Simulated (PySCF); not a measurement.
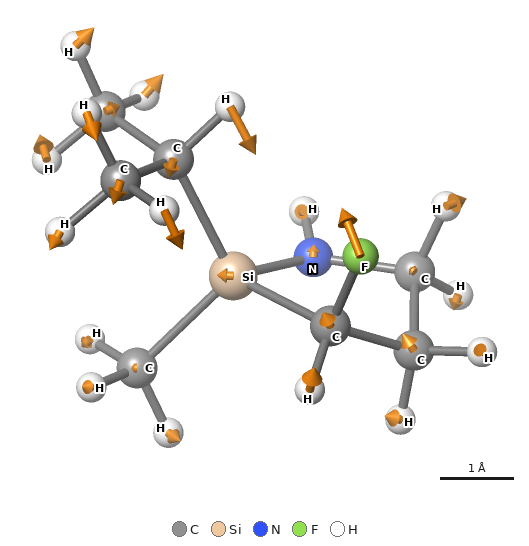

This is a relaxation of C7H16FNSi. The starting structure is drawn; orange arrows show the displacements, magnified 5 times. The two geometries are superimposed by the best rigid fit.

Style: ball-and-stick. Shown from a free direction.

The start comes from GFN2-xTB. Its atoms were then displaced at random by about 0.01 Å.

All numbers below come from PBE0-D3(BJ)/def2-SVP geometry optimisation, gas phase (PySCF). 

Question: What happened in the run?

Answer: The energy falls by 6.97 kcal/mol in 7 geometry steps. The largest move after the best rigid fit is that of the F atom, 0.16 Å. Largest moves by element: F 0.16 Å, H 0.15 Å, C 0.07 Å, Si 0.05 Å, N 0.04 Å. Some distances before and after: C–Si 1.954 → 1.891 Å, C–H 1.051 → 1.101 Å, N–Si 1.708 → 1.744 Å, C–Si 1.888 → 1.918 Å. Bond angles that change, for instance: Si–C–H 109.1° → 103.6°, Si–C–F 111.2° → 107.8°, C–C–H 114.4° → 111.3°.
